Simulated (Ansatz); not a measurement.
# One shape, several levels: CH5FOSi (SMILES C[SiH](O)F)

Aim: a comparison of 6 runs (HF/STO-3G, B2PLYP/def2-SVP, B3LYP/def2-SVP, BLYP/def2-SVP, PBE0/def2-SVP, wB97X/def2-SVP) of CH5FOSi. 

Program for the calculation: Ansatz 0.2.0.

127 further runs of the same task are left out: 127 set aside as unsound or not needed.

### 1 The structure to begin with

The species is CH5FOSi (9 atoms), meant as a singlet with charge 0. As SMILES, `C[SiH](O)F`. The Si2–O3 distance was set to 2.124 Å, away from the relaxed value.

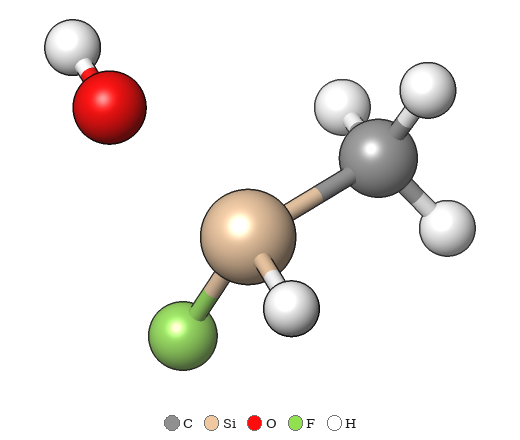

Viewed from a chosen angle; carbon grey, silicon light orange, oxygen red, fluorine green, hydrogen white.

### 2 A single-point energy at HF/STO-3G (run 1)

in.yaml

```yaml
crystal:
  periodic: [false, false, false]
  atoms:
    - {symbol: C, position_ang: [-1.389528, 0.492679, -0.143048]}
    - {symbol: Si, position_ang: [0.268372, 0.050579, -0.836848]}
    - {symbol: O, position_ang: [1.699800, -0.426000, 0.658800]}
    - {symbol: F, position_ang: [0.055772, -1.209221, -1.802348]}
    - {symbol: H, position_ang: [-2.089628, 0.734179, -0.946648]}
    - {symbol: H, position_ang: [-1.312428, 1.361679, 0.514952]}
    - {symbol: H, position_ang: [-1.814328, -0.335021, 0.431552]}
    - {symbol: H, position_ang: [0.883672, 1.127979, -1.637748]}
    - {symbol: H, position_ang: [1.474600, -1.073100, 1.328200]}
basis:
  gaussian: {orbitals: STO-3G}
output: {orbitals: {seedname: orbitals}}
hamiltonian: {xc: hf}
accuracy: high
```

Launch:

```sh
ansatz run in.yaml --threads 1 --pin off --max-ram 3480MiB --events-out events.jsonl --progress --plain --runs-dir runs
```

Standard output:

```text
Warning: RAYON_NUM_THREADS=1 ignored (pool sized by the plan → 1); use --threads N
Functional definition: HF
  name "HF"
  exchange = exact_x
  correlation = 0
584 factors; integrals over basis functions are off by at most 3.9e-8 eV
mean field evaluation 1: about -13540.0566 eV, gradient 3.1e1 eV
mean field evaluation 2: about -13540.1477 eV, gradient 3.1e1 eV
mean field evaluation 4: about -13544.6790 eV, gradient 1.7e0 eV
mean field evaluation 8: about -13544.6949 eV, gradient 9.1e-5 eV
mean field -13544.69489027 eV, -497.7583562935 hartree, gradient 1.1e-8 eV, S^2 0.000000; 0 other end points of the search recorded, 0 dependent functions left out
reference -13544.69489027 eV, -497.7583562935 hartree; 21, 21 occupied and 8, 8 virtual orbitals, 584 factors
Total energy: -13544.69489027 eV, -497.7583562935 hartree
```

Run time: 0.26 s. Hardware: 1 thread of Arm Neoverse V1, shared host.

### 3 A single-point energy at B2PLYP/def2-SVP (run 2)

run.yaml

```yaml
basis:
  gaussian:
    orbitals: def2-SVP
crystal:
  periodic: [false, false, false]
  atoms:
    - {symbol: C, position_ang: [-1.389528, 0.492679, -0.143048]}
    - {symbol: Si, position_ang: [0.268372, 0.050579, -0.836848]}
    - {symbol: O, position_ang: [1.699800, -0.426000, 0.658800]}
    - {symbol: F, position_ang: [0.055772, -1.209221, -1.802348]}
    - {symbol: H, position_ang: [-2.089628, 0.734179, -0.946648]}
    - {symbol: H, position_ang: [-1.312428, 1.361679, 0.514952]}
    - {symbol: H, position_ang: [-1.814328, -0.335021, 0.431552]}
    - {symbol: H, position_ang: [0.883672, 1.127979, -1.637748]}
    - {symbol: H, position_ang: [1.474600, -1.073100, 1.328200]}
magnetization:
  spin_polarized: false
  initial_magnetization: 0
hamiltonian:
  xc: {name: B2PLYP}
correlation:
  frozen_orbitals: {C: 1, F: 1, H: 0, O: 1, Si: 5}
accuracy: high
output:
  orbitals: {seedname: orbitals}
```

Launch:

```sh
ansatz run run.yaml --threads 1 --pin off --max-ram 3480MiB --events-out events.jsonl --progress --plain --runs-dir runs
```

Standard output, cut to the lines that bear on the results:

```text
Warning: RAYON_NUM_THREADS=1 ignored (pool sized by the plan → 1); use --threads N
Functional definition: B2PLYP
  name "B2PLYP"
[...]
1874 factors; integrals over basis functions are off by at most 3.6e-9 eV
[...]
mean field -13740.27198802 eV, -504.9456820690 hartree, gradient 9.4e-8 eV, S^2 0.000000; 0 other end points of the search recorded, 0 dependent functions left out
8 core orbitals not correlated: weight in the atoms' cores, before any rotation towards them, 1.000 or more for the frozen orbitals, at most 0.000 for the correlated occupied ones
reference -13740.27201263 eV, -504.9456829733 hartree; 13, 13 occupied and 64, 64 virtual orbitals, 1874 factors
second order -20.65079049 eV of doubles, -0.00000000 eV of singles
Total energy: -13745.84772606 eV, -505.1505866625 hartree
```

Run time: 11 s. Hardware: 1 thread of Arm Neoverse V1, shared host; peak memory 0.27 GiB.

Runs 3 to 5 aren't shown in full; the table further down has their settings and results.

### 4 A single-point energy at wB97X/def2-SVP (run 6)

molecule.yaml

```yaml
crystal:
  periodic: [false, false, false]
  atoms:
    - symbol: C
      position_ang: [-1.389528, 0.492679, -0.143048]
    - symbol: Si
      position_ang: [0.268372, 0.050579, -0.836848]
    - symbol: O
      position_ang: [1.699800, -0.426000, 0.658800]
    - symbol: F
      position_ang: [0.055772, -1.209221, -1.802348]
    - symbol: H
      position_ang: [-2.089628, 0.734179, -0.946648]
    - symbol: H
      position_ang: [-1.312428, 1.361679, 0.514952]
    - symbol: H
      position_ang: [-1.814328, -0.335021, 0.431552]
    - symbol: H
      position_ang: [0.883672, 1.127979, -1.637748]
    - symbol: H
      position_ang: [1.474600, -1.073100, 1.328200]
basis:
  gaussian: {orbitals: def2-SVP}
hamiltonian: {xc: {name: wB97X}}
accuracy: high
output: {orbitals: {seedname: orbitals}}
```

Launch:

```sh
ansatz run molecule.yaml --threads 1 --pin off --max-ram 3480MiB --events-out events.jsonl --progress --plain --runs-dir runs
```

Standard output, cut to the lines that bear on the results:

```text
Warning: RAYON_NUM_THREADS=1 ignored (pool sized by the plan → 1); use --threads N
Functional definition: wB97X
  name "wB97X"
[...]
      + exact_x_lr(omega)
[...]
      + integral(e_c_pw_opposite_spin*poly(b97_u_opposite, 1, cos1, cos2, cos3, cos4))
1874 factors; integrals over basis functions are off by at most 3.6e-9 eV
353 factors; integrals over basis functions are off by at most 2.0e-9 eV
[...]
mean field -13752.85633309 eV, -505.4081482204 hartree, gradient 6.2e-8 eV, S^2 0.000000; 0 other end points of the search recorded, 0 dependent functions left out
reference -13752.85633020 eV, -505.4081481141 hartree; 21, 21 occupied and 64, 64 virtual orbitals, 1874 factors
Total energy: -13752.85633020 eV, -505.4081481141 hartree
```

Run time: 24 s. Hardware: 1 thread of Arm Neoverse V1, shared host; peak memory 0.47 GiB.

### 5 Overview of the runs

```
run            level  frozen core orbitals  energy (Eh)  HOMO energy (eV)  LUMO energy (eV)  HOMO–LUMO gap (eV)  wall time
  1        HF/STO-3G                     –  -497.758356             -7.97              7.97               15.94     0.26 s
  2  B2PLYP/def2-SVP                     8  -505.150587             -9.30              1.36               10.65       11 s
  3   B3LYP/def2-SVP                     –  -505.488166             -7.22             -0.29                6.93      7.2 s
  4    BLYP/def2-SVP                     –  -505.412669             -5.59             -0.90                4.70      5.7 s
  5    PBE0/def2-SVP                     –  -505.116774             -7.57             -0.05                7.51      6.9 s
  6   wB97X/def2-SVP                     –  -505.408148            -10.09              2.22               12.31       24 s
```

### 6 Summary of results

| quantity | value |
| --- | --- |
| run 6: total energy | -505.40815 Eh |
| run 6: HOMO energy | -10.09 eV |
| run 6: LUMO energy | 2.22 eV |
| run 6: HOMO–LUMO gap | 12.31 eV |

What this shows: The HOMO–LUMO gap runs from 4.70 eV (BLYP/def2-SVP) to 15.94 eV (HF/STO-3G). The two ends differ in method and basis. Totals of different functionals can't be ranked against each other. In run 1 the basis is minimal, so the values are rough. All runs together took 55 s, the longest 24 s.
